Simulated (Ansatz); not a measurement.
**Fields on a plane of AlNi (CsCl type)**

```
AlNi
1.0
    2.86332     0.00000     0.00000
    0.00000     2.86332     0.00000
    0.00000     0.00000     2.86332
Al Ni
1 1
Direct
  0.00000   0.00000   0.00000
  0.50000   0.50000   0.50000
```

The slice is a {210} plane (indices of the conventional cell) through the point (0.000, 0.000, 0.000) (fractional), spanned by u = [100] and v = [021] in vectors of this cell: u (2.86 Å) and v (6.40 Å, at 90° to u). It covers one period; positions are fractions (u, v).

Atoms on it: Al at (0.00, 0.00). Other atoms lie within 1 Å of the plane.

Method: r2SCAN (plane waves to 500 eV, PAW, scalar-relativistic; Ansatz, a quantum-chemistry and plane-wave program). k mesh 16×16×16. Inside the PAW spheres the values are not all-electron values, and peaks at nuclei hang on which shells count as valence. AlNi is run without spin polarisation. AlNi was relaxed with its symmetry unable to fall. The PAW data are Ansatz's earlier set.

```
|  .:-------:. |
|..:---------:.|
|::--=======--:|
|---=========--|
|-=============|
|=====+++++====|
|-===+**#**+===|
|-===+#%%%#+===|
|===+*#@@@#*+==|
|===+*%@@@%*+==|
|===+*#%@%#*+==|
|====+*###*+===|
|-====+++++====|
|--===========-|
|----=======---|
|-----=====----|
|----=======---|
|--===========-|
|-====+++++====|
|====+*###*+===|
|===+*#%@%#*+==|
|===+*%@@@%*+==|
|===+*#@@@#*+==|
|-===+#%%%#+===|
|-===+**#**+===|
|=====+++++====|
|-=============|
|---=========--|
|::--=======--:|
|..:---------:.|
|  .:-------:. |
|  .:-------:. |
```
Scale: ten equal steps from -1.33 (start of ' ') to 0.44 (end of '@'), in the order ' .:-=+*#%@'. Values: log₁₀ of the valence density in e/Å³. The map has 14 points along u (one character each, u = 0 at the left) and 32 along v (v = 0 in the bottom row). The scale is logarithmic, as a density can span decades between atoms and voids.

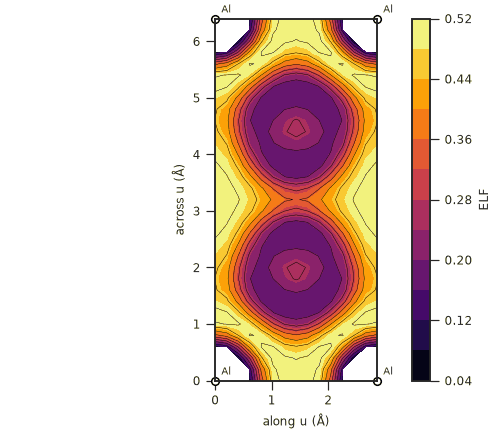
*Electron localisation function (ELF), one period of the plane, atoms marked. Points within 0.5 Å of a nucleus are left white, as the pseudised field means little there.*
